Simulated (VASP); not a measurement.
Band structure of TiP (relaxed from the wurtzite structure, space group P6_3/mmc). Calculation: PBEsol GGA, VASP's PBE PAW potentials (set 64) (plane waves; VASP).

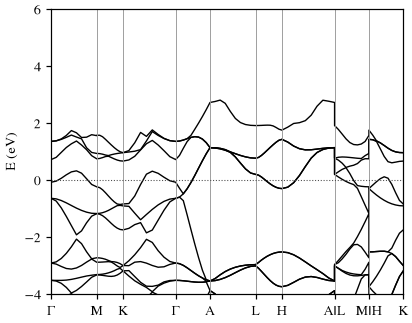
Figure. Bands along high-symmetry lines, zero at the valence-band maximum or, without a gap, the Fermi level

### Question
Read the plot: is there a gap, and where are the band edges?

### Answer
It has no gap at this level: it comes out as a metal or semimetal. (Edges off the drawn lines would not show.)

The structure was generated: TiP was put into the wurtzite type (P6_3mc), which need not be its known phase. It was relaxed first, which changed the volume by -38 %. The relaxed cell has space group P6_3/mmc.
